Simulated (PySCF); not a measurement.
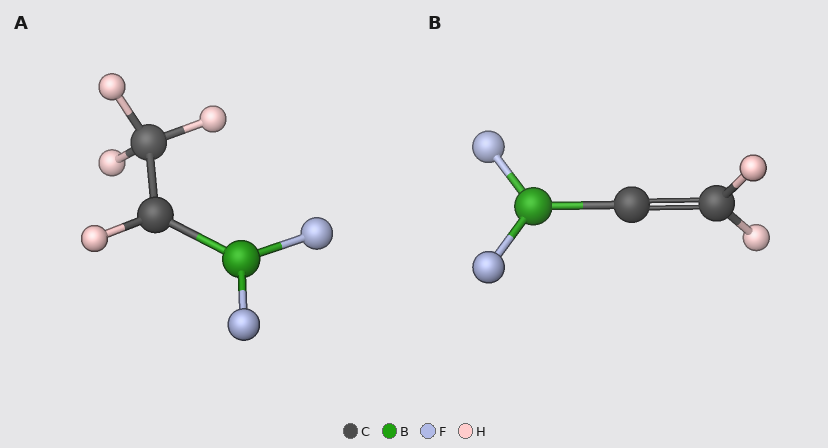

Two related species, optimised with PBE0-D3(BJ)/def2-SVP; properties computed with PySCF 2.14.0. Both: charge 0, doublet.

Identify both.

A is C2H4BF2 (C[CH]B(F)F), B is C2H2BF2 (C=[C]B(F)F).

Compare them. With UKS B3LYP, IGLO-III on B C F, pcH-1 on H, non-relativistic: isotropic g value. With PBE0-D3(BJ)/def2-SVP: mean B–C length (Å), mean B–F length (Å).

```csv
quantity,A,B
isotropic g value,2.00291,2.00267
mean B–C length (Å),1.530,1.510
mean B–F length (Å),1.326,1.324
```

Each is one conformer, and no frequency run is at hand to confirm it as a minimum.
